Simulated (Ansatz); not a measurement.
# CH5AlO2 (SMILES C[Al](O)O) at 6 levels

We compute a comparison of 6 runs (HF/STO-3G, HF/3-21G, HF/def2-SVP, B3LYP/6-31G*, PBE0/def2-SVP, r2SCAN/6-31G**) of CH5AlO2. 

Program for the calculation: Ansatz 0.2.0.

5 further runs of the same task are left out: 5 set aside as unsound or not needed. Runs told in other sessions of the task aren't counted.

### 1 The structure to begin with

CH5AlO2: 9 atoms, total charge 0, spin state singlet. SMILES: `C[Al](O)O`. The coordinates come from a PBE0-D4/def2-TZVP relaxation. This is one conformer, not always the lowest.

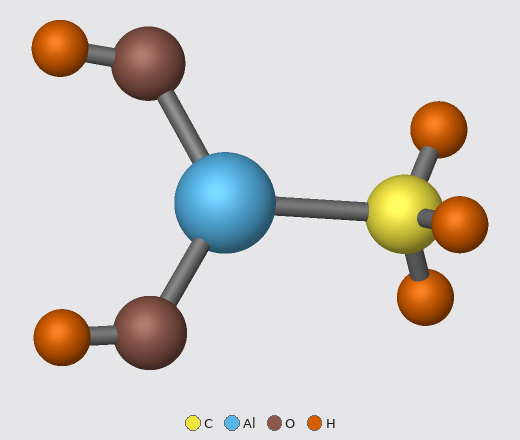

Viewed from a chosen angle; carbon yellow, aluminium blue, oxygen brown, hydrogen orange.

### 2 Energy and gradient at HF/STO-3G (run 1)

The input, molecule.yaml:

```yaml
crystal:
  periodic: [false, false, false]
  atoms:
    - {symbol: C, position_ang: [-0.025110, 1.109820, -1.034090]}
    - {symbol: Al, position_ang: [-0.001290, -0.302910, 0.285630]}
    - {symbol: O, position_ang: [0.957740, -1.672870, -0.006720]}
    - {symbol: O, position_ang: [-0.933740, -0.131550, 1.694140]}
    - {symbol: H, position_ang: [-0.226970, 0.712350, -2.032300]}
    - {symbol: H, position_ang: [-0.780650, 1.863510, -0.803740]}
    - {symbol: H, position_ang: [0.945840, 1.611200, -1.084700]}
    - {symbol: H, position_ang: [1.048330, -2.422320, 0.577320]}
    - {symbol: H, position_ang: [-0.984140, -0.767250, 2.404460]}
basis:
  gaussian: {orbitals: STO-3G}
accuracy: high
hamiltonian: {xc: hf}
output: {forces: true, orbitals: {seedname: orbitals}}
```

The run is started by

```console
$ ansatz run molecule.yaml --threads 1 --pin off --max-ram 3480MiB --events-out events.jsonl --progress --plain --runs-dir runs
```

What it wrote:

```text
Warning: RAYON_NUM_THREADS=1 ignored (pool sized by the plan → 1); use --threads N
Functional definition: HF
  name "HF"
  exchange = exact_x
  correlation = 0
578 factors; integrals over basis functions are off by at most 5.1e-9 eV
mean field evaluation 1: about -11618.3680 eV, gradient 3.1e1 eV
mean field evaluation 2: about -11618.4469 eV, gradient 3.1e1 eV
mean field evaluation 4: about -11621.7511 eV, gradient 1.2e0 eV
mean field evaluation 8: about -11621.7566 eV, gradient 8.7e-6 eV
mean field -11621.75656587 eV, -427.0916762862 hartree, gradient 1.8e-8 eV, S^2 0.000000; 0 other end points of the search recorded, 0 dependent functions left out
the calculation of the forces begins
reference -11621.75656587 eV, -427.0916762862 hartree; 20, 20 occupied and 9, 9 virtual orbitals, 578 factors
Total energy: -11621.75656587 eV, -427.0916762862 hartree
Atom 0 at    -0.025110     1.109820    -1.034090 Å, force     0.160027    -0.711817     0.568962 eV/Å
Atom 1 at    -0.001290    -0.302910     0.285630 Å, force     0.028113    -0.990008     0.925738 eV/Å
Atom 2 at     0.957740    -1.672870    -0.006720 Å, force    -0.560087     2.594347    -1.595918 eV/Å
Atom 3 at    -0.933740    -0.131550     1.694140 Å, force     0.442780     1.777188    -2.493549 eV/Å
Atom 4 at    -0.226970     0.712350    -2.032300 Å, force     0.014956     0.255167     0.415700 eV/Å
Atom 5 at    -0.780650     1.863510    -0.803740 Å, force     0.318934    -0.269455    -0.186663 eV/Å
Atom 6 at     0.945840     1.611200    -1.084700 Å, force    -0.474279    -0.146022     0.012964 eV/Å
Atom 7 at     1.048330    -2.422320     0.577320 Å, force    -0.383474    -0.914365     1.554519 eV/Å
Atom 8 at    -0.984140    -0.767250     2.404460 Å, force     0.453029    -1.595035     0.798246 eV/Å
Dipole moment:     0.006118    -0.246866     0.232212 e Å
```

Run time: 0.54 s. Hardware: 1 thread of Arm Neoverse V2, shared host; peak memory 0.27 GiB.

### 3 Energy and gradient at HF/3-21G (run 2)

The input, in.yaml:

```yaml
crystal:
  periodic: [false, false, false]
  atoms:
    - {symbol: C, position_ang: [-0.025110, 1.109820, -1.034090]}
    - {symbol: Al, position_ang: [-0.001290, -0.302910, 0.285630]}
    - {symbol: O, position_ang: [0.957740, -1.672870, -0.006720]}
    - {symbol: O, position_ang: [-0.933740, -0.131550, 1.694140]}
    - {symbol: H, position_ang: [-0.226970, 0.712350, -2.032300]}
    - {symbol: H, position_ang: [-0.780650, 1.863510, -0.803740]}
    - {symbol: H, position_ang: [0.945840, 1.611200, -1.084700]}
    - {symbol: H, position_ang: [1.048330, -2.422320, 0.577320]}
    - {symbol: H, position_ang: [-0.984140, -0.767250, 2.404460]}
basis:
  gaussian: {orbitals: 3-21G.json}
hamiltonian: {xc: hf}
accuracy: high
output: {forces: true, orbitals: {seedname: orbitals}}
```

The basis set 3-21G is read from a file made from the Basis Set Exchange's data (not shown).

The run is started by

```console
$ ansatz run in.yaml --threads 1 --pin off --max-ram 3480MiB --events-out events.jsonl --progress --plain --runs-dir runs
```

What it wrote (excerpt; [...] marks lines left out):

```text
Warning: RAYON_NUM_THREADS=1 ignored (pool sized by the plan → 1); use --threads N
Functional definition: HF
  name "HF"
[...]
1101 factors; integrals over basis functions are off by at most 5.5e-9 eV
[...]
mean field -11705.60388853 eV, -430.1730085603 hartree, gradient 4.1e-8 eV, S^2 0.000000; 0 other end points of the search recorded, 0 dependent functions left out
[...]
reference -11705.60388853 eV, -430.1730085603 hartree; 20, 20 occupied and 30, 30 virtual orbitals, 1101 factors
Total energy: -11705.60388853 eV, -430.1730085603 hartree
Atom 0 at    -0.025110     1.109820    -1.034090 Å, force     0.021027     0.482213    -0.472046 eV/Å
Atom 1 at    -0.001290    -0.302910     0.285630 Å, force    -0.030965     0.417677    -0.388868 eV/Å
Atom 2 at     0.957740    -1.672870    -0.006720 Å, force    -0.450298     0.157140     0.617589 eV/Å
Atom 3 at    -0.933740    -0.131550     1.694140 Å, force     0.461467    -0.595259    -0.193205 eV/Å
Atom 4 at    -0.226970     0.712350    -2.032300 Å, force     0.018796     0.118281     0.172106 eV/Å
Atom 5 at    -0.780650     1.863510    -0.803740 Å, force     0.160675    -0.135400    -0.085463 eV/Å
Atom 6 at     0.945840     1.611200    -1.084700 Å, force    -0.192557    -0.052784    -0.011610 eV/Å
Atom 7 at     1.048330    -2.422320     0.577320 Å, force     0.385750    -0.505753    -0.160258 eV/Å
Atom 8 at    -0.984140    -0.767250     2.404460 Å, force    -0.373895     0.113884     0.521755 eV/Å
Dipole moment:     0.016273    -0.387996     0.360834 e Å
```

It took 0.82 s on 1 thread of Arm Neoverse V2, shared host; peak memory 0.27 GiB.

Runs 3 to 5 aren't shown in full; the table further down has their settings and results.

### 4 Energy and gradient at r2SCAN/6-31G(d,p) (spherical functions) (run 6)

The input, job.yaml:

```yaml
crystal:
  periodic: [false, false, false]
  atoms:
    - {symbol: C, position_ang: [-0.025110, 1.109820, -1.034090]}
    - {symbol: Al, position_ang: [-0.001290, -0.302910, 0.285630]}
    - {symbol: O, position_ang: [0.957740, -1.672870, -0.006720]}
    - {symbol: O, position_ang: [-0.933740, -0.131550, 1.694140]}
    - {symbol: H, position_ang: [-0.226970, 0.712350, -2.032300]}
    - {symbol: H, position_ang: [-0.780650, 1.863510, -0.803740]}
    - {symbol: H, position_ang: [0.945840, 1.611200, -1.084700]}
    - {symbol: H, position_ang: [1.048330, -2.422320, 0.577320]}
    - {symbol: H, position_ang: [-0.984140, -0.767250, 2.404460]}
basis:
  gaussian: {orbitals: 6-31G_st__st_-spherical.json}
hamiltonian: {xc: r2scan}
accuracy: high
output: {forces: true, orbitals: {seedname: orbitals}}
```

The basis set 6-31G** is read from a file made from the Basis Set Exchange's data (not shown).

The run is started by

```console
$ ansatz run job.yaml --threads 1 --pin off --max-ram 3480MiB --events-out events.jsonl --progress --plain --runs-dir runs
```

What it wrote (excerpt; [...] marks lines left out):

```text
Warning: RAYON_NUM_THREADS=1 ignored (pool sized by the plan → 1); use --threads N
Functional definition: r2SCAN
  name "r2SCAN"
[...]
1914 factors; integrals over basis functions are off by at most 1.4e-8 eV
[...]
mean field -11808.79011306 eV, -433.9650323695 hartree, gradient 2.8e-8 eV, S^2 0.000000; 0 other end points of the search recorded, 0 dependent functions left out
[...]
reference -11808.79011417 eV, -433.9650324103 hartree; 20, 20 occupied and 65, 65 virtual orbitals, 1914 factors
Total energy: -11808.79011417 eV, -433.9650324103 hartree
Atom 0 at    -0.025110     1.109820    -1.034090 Å, force     0.008571    -0.021952     0.014290 eV/Å
Atom 1 at    -0.001290    -0.302910     0.285630 Å, force    -0.006017     0.175621    -0.162901 eV/Å
Atom 2 at     0.957740    -1.672870    -0.006720 Å, force     0.211140    -0.167375    -0.196454 eV/Å
Atom 3 at    -0.933740    -0.131550     1.694140 Å, force    -0.213648     0.180248     0.184694 eV/Å
Atom 4 at    -0.226970     0.712350    -2.032300 Å, force    -0.016816    -0.004741    -0.073521 eV/Å
Atom 5 at    -0.780650     1.863510    -0.803740 Å, force    -0.047122     0.065646    -0.005788 eV/Å
Atom 6 at     0.945840     1.611200    -1.084700 Å, force     0.053604     0.046100    -0.014238 eV/Å
Atom 7 at     1.048330    -2.422320     0.577320 Å, force     0.026032    -0.153770     0.108262 eV/Å
Atom 8 at    -0.984140    -0.767250     2.404460 Å, force    -0.015743    -0.119777     0.145657 eV/Å
Dipole moment:     0.013092    -0.295194     0.274535 e Å
```

It took 14 s on 1 thread of Arm Neoverse V2, shared host; peak memory 0.27 GiB.

### 5 All runs side by side

| run | level | energy (Eh) | dipole moment (D) | HOMO energy (eV) | LUMO energy (eV) | wall time |
| --- | --- | --- | --- | --- | --- | --- |
| 1 | HF/STO-3G | -427.091676 | 1.63 | -8.39 | 10.29 | 0.54 s |
| 2 | HF/3-21G | -430.173009 | 2.55 | -11.60 | 3.52 | 0.82 s |
| 3 | HF/def2-SVP | -432.319885 | 2.15 | -11.72 | 2.91 | 3.3 s |
| 4 | B3LYP/6-31G* (spherical functions) | -434.096639 | 1.93 | -8.11 | -0.07 | 7.2 s |
| 5 | PBE0/def2-SVP | -433.559386 | 1.96 | -8.47 | 0.20 | 8.1 s |
| 6 | r2SCAN/6-31G** (spherical functions) | -433.965032 | 1.94 | -7.14 | -0.06 | 14 s |

### 6 Outcome

| quantity | value |
| --- | --- |
| run 6: total energy | -433.96503 Eh |
| run 6: dipole moment | 1.94 D |
| run 6: HOMO energy | -7.14 eV |
| run 6: LUMO energy | -0.06 eV |
| run 6: HOMO–LUMO gap | 7.08 eV |
| run 6: largest force on an atom | 0.335 eV/Å |

What this shows: The dipole moment (its size) runs from 1.63 D (HF/STO-3G) to 2.55 D (HF/3-21G). The HOMO–LUMO gap runs from 7.08 eV (r2SCAN/6-31G**) to 18.67 eV (HF/STO-3G). The two ends differ in method and basis. Totals of different functionals can't be ranked against each other. In run 1 the basis is minimal, so the values are rough. All runs together took 34 s, the longest 14 s.
